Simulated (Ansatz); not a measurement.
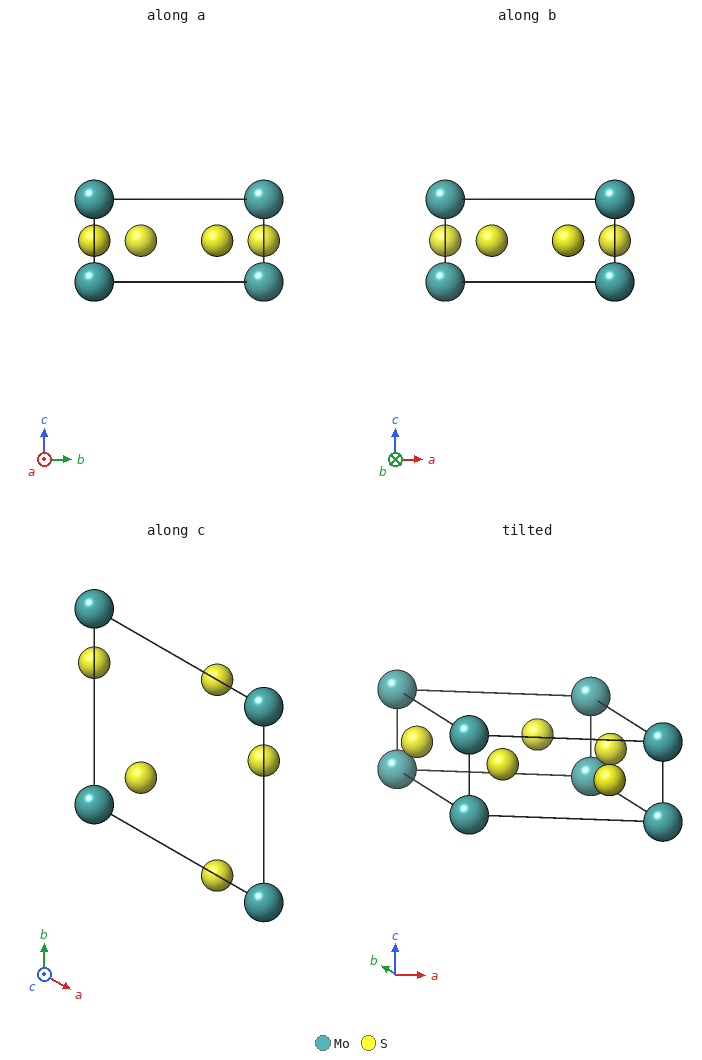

We look at a spheres-only model of the crystal along the a axis, along the b axis, along the c axis and slightly off an axis. One conventional unit cell is framed, with atoms on its boundary repeated.

Lattice parameters: a = 6.832 Å, b = 6.832 Å, c = 2.883 Å, α = 90.00°, β = 90.00°, γ = 120.00°.

**Give the structure in the form of a table of Wyckoff sites, with free fractional coordinates to two decimals.**

Space group P-62m (No. 189).
```json
{"atom": "Mo", "site": "1a", "x": "0.00", "y": "0.00", "z": "0.00"}
{"atom": "S", "site": "3g", "x": "0.72", "y": "0.00", "z": "0.50"}
```

The structure was taken from a random cell made by a generator, so it need not be a real form of the compound. The final geometry of a relaxation with DFT PBE, scalar-relativistic, plane waves, PAW (Ansatz 0.2.0) is shown.
